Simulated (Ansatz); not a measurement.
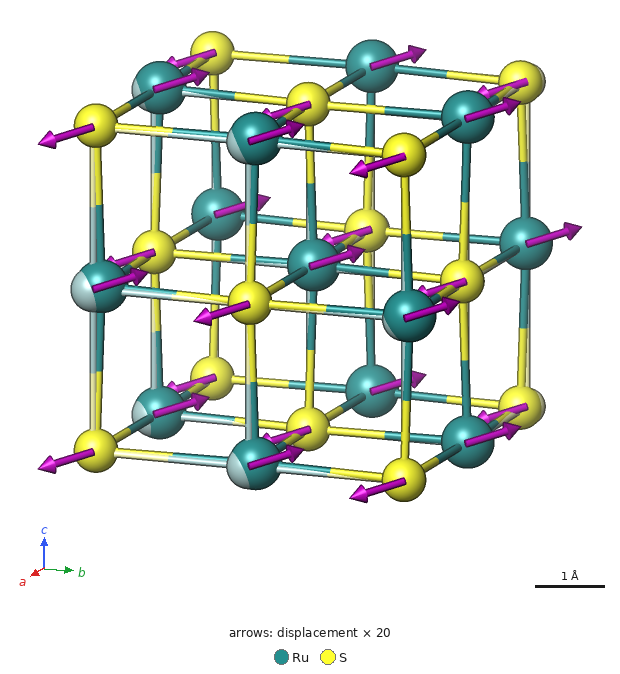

A crystal of RuS (built on the rocksalt type), drawn pale, and a changed version of it, drawn solid. The purple arrows show how the atoms are displaced (without the part that the change of the cell carries along), magnified 20 times. Besides, the cell is strained by +0.8 % along [1 1 1], −0.2 % along [1 2 −3], −2.3 % roughly along [3 −2 0] (volume −1.8 %). A ball-and-stick model of the conventional cell (4 times the calculation's cell), seen slightly off an axis. Lengths and directions refer to the drawn axes.

Computed with DFT r2SCAN, scalar-relativistic, plane waves, PAW in Ansatz 0.2.0. Set-up: plane-wave cutoff 500 eV; k-point mesh 12 × 12 × 12; occupations gaussian; smearing width 0.05 eV; no spin polarisation.

### Describe the displacements and the computed response.

Atoms are displaced by 0.05 Å relative to the cell: Ru 0.05 Å along [−3 3 1], S 0.05 Å along [3 −3 −1]. No relaxation follows. It lowers the energy by 24.1 meV per atom. Pressure: 0.1 GPa before, 3.6 GPa after. The principal stresses (compression positive) are 6.3 GPa roughly along [3 2 1], 2.7 GPa along [2 −3 0], 1.7 GPa roughly along c. The largest forces, 0.96 eV/Å, act on Ru and S; on the Ru atom it points along [−3 3 1]. The forces point along the displacements, not back (a soft direction, or forces left over where the reference was relaxed at another level) (cosine 1.00). Some distances before and after: Ru–S 2.449 → 2.358 to 2.498 Å. The space group (tolerance 0.01 Å) goes from Fm-3m (No. 225) to P1 (No. 1).
